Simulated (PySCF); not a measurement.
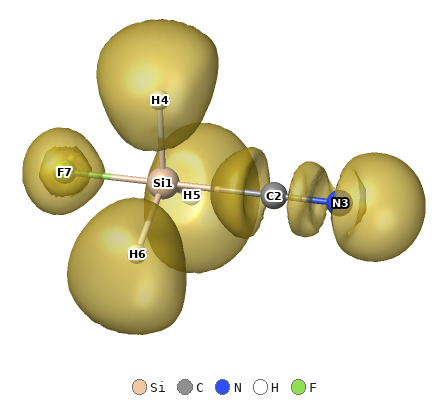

The picture shows: CH3FNSi (charge −1). Isosurface of the electron localisation function at 0.8 (yellow), seen at a tilt. Only the valence region is drawn (cores and ρ < 0.01 e/Å³ removed).

Geometry: GFN2-xTB.

These are results of PBE0-D3(BJ)/def2-TZVPD, SCF density, gas phase (PySCF 2.14.0), not measurements.

Input file:

```
{"job": {"kind": "inter", "xc": "PBE0", "basis": "def2-TZVPD", "disp": "d3bj", "pairs": false}, "charge": -1, "multiplicity": 1, "parts": [{"atoms": "0-5", "charge": 0, "multiplicity": 1}, {"atoms": "6-6", "charge": -1, "multiplicity": 1}]}
Si    -0.667437     0.524826    -0.420871
C      0.813783    -0.490493     0.345572
N      1.690787    -1.095636     0.792529
H      0.100520     1.787652    -0.273219
H     -0.572814    -0.260971    -1.677204
H     -1.564085     0.064302     0.668961
F     -1.987038     1.428688    -1.102202
```

Run with:

```sh
OMP_NUM_THREADS=1 python cluster_run.py task.json out
```

Question: Describe the localisation domains.

Answer: The surface consists of one region between bonded C–N atoms (shared pairs), one region between bonded C–Si atoms (shared pairs), three regions around hydrogen nuclei, one lobe on N, pointing away from the bonds (lone pairs) and one region wrapped around F (its lone pairs, merged into a ring or cap). Along the contacts the grid gives the following. C–N (1.16 Å): the ELF peaks at about 0.85 between the atoms (a short, multiple covalent bond). Si–F (1.74 Å): the ELF peaks at about 0.85 in the valence shell of F, 0.5 Å from its nucleus, and is about 0.55 at the midpoint.
